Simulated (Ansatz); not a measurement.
# Fields on a plane of Se (trigonal-Se type, space group P3_121)

```xyz
3
Lattice="4.5066 0.0000 0.0000 -2.2533 3.9028 0.0000 0.0000 0.0000 4.9888" Properties=species:S:1:pos:R:3 pbc="T T T"
Se     0.9774     0.0000     4.1574
Se    -0.4887     0.8465     0.8315
Se     1.7646     3.0563     2.4944
```

The slice is a (1 -1 0 0) plane (indices of the conventional cell) through the point (0.783, 0.783, 0.500) (fractional), spanned by u = [110] and v = [001] in vectors of this cell: u (4.51 Å) and v (4.99 Å, at 90° to u). It covers one period; positions are fractions (u, v).

Atoms on it: Se at (0.00, 0.00). Other atoms lie within 1 Å of the plane.

All values below come from r2SCAN (plane waves to 500 eV, PAW, scalar-relativistic; Ansatz, an electronic-structure program). k mesh 9×9×7. Inside the PAW spheres the values are not all-electron values, and peaks at nuclei hang on which shells count as valence. Se was relaxed with its symmetry unable to fall. The PAW data are Ansatz's earlier set.

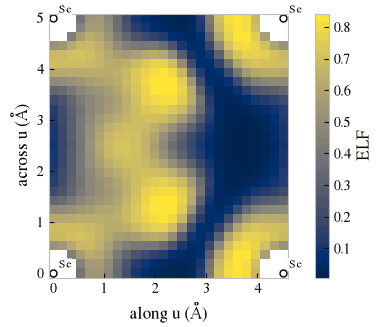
Figure: Electron localisation function (ELF), one period of the plane, atoms marked. Points within 0.5 Å of a nucleus are left white, as the pseudised field means little there.

| v \ u | 0.00 | 0.12 | 0.24 | 0.36 | 0.48 | 0.60 | 0.72 | 0.84 | 0.96 |
|---|---|---|---|---|---|---|---|---|---|
| 0.86 | x | x | -2.4 | 0.2 | 3.0 | 4.2 | 2.5 | <-4.0 | x |
| 0.71 | 1.3 | -1.3 | x | x | -2.4 | 3.6 | 4.2 | 3.2 | 1.7 |
| 0.57 | 3.7 | 0.5 | <-4.0 | x | -1.9 | 3.2 | 4.5 | 4.5 | 4.1 |
| 0.43 | 3.7 | 0.5 | <-4.0 | x | -1.9 | 3.2 | 4.5 | 4.5 | 4.1 |
| 0.29 | 1.3 | -1.3 | x | x | -2.4 | 3.6 | 4.2 | 3.2 | 1.7 |
| 0.14 | x | x | -2.4 | 0.2 | 3.0 | 4.2 | 2.5 | <-4.0 | x |
| 0.00 | x | x | <-4.0 | 2.7 | 4.2 | 4.2 | 0.4 | x | x |

Values: electrostatic potential energy of an electron, from the cell's mean, in eV. Points within 1 Å of a nucleus are blanked (x), as the pseudised field means little there. Values under -4 eV are set to -4. The zero, the cell's mean, hangs on the PAW cores.
